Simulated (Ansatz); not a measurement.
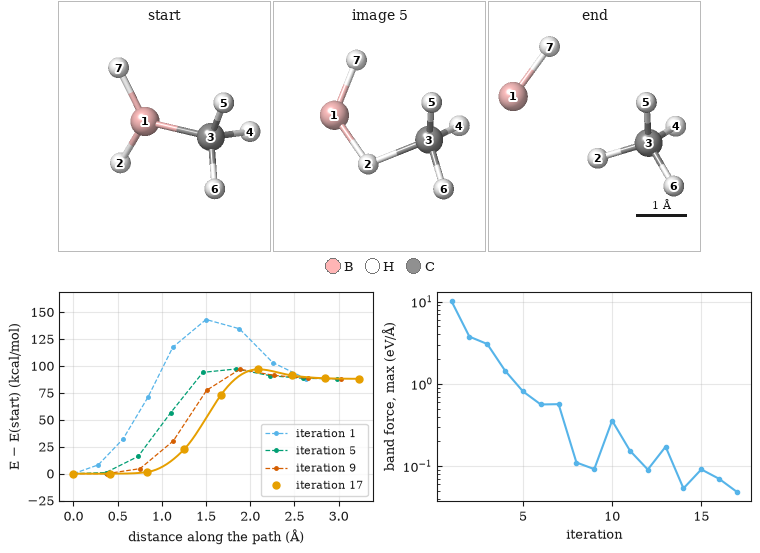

A search for the minimum-energy path of CH5B by the nudged elastic band. Images are numbered from 0 (start) to 8 (end). The plot follows the band through its iterations. Style: ball-and-stick. Shown at a tilt.

The calculation used RKS B3LYP-D4/def2-SVP in Ansatz. Run with 7 movable images; climbing image; force threshold 0.05 eV/Å; iteration limit 60; starting path through a guess of the saddle point.

Q: Judge this run.

A: The result is final at these settings. The band converged in 17 iterations. The largest component of the band force went from 10 to 0.049 eV/Å. The climbing image converged on the top of the path. Its vibrational analysis gives one imaginary mode (975i cm⁻¹), as a transition state must have. The first iteration put the highest image at 143.2 kcal/mol. Forward barrier 96.9 kcal/mol, backward barrier 8.8 kcal/mol, with image 5 at the top; the reaction energy is +88.1 kcal/mol.

Cost: 100 s on 1 thread of Arm Neoverse V2 (shared host), peak memory 0.097 GiB.
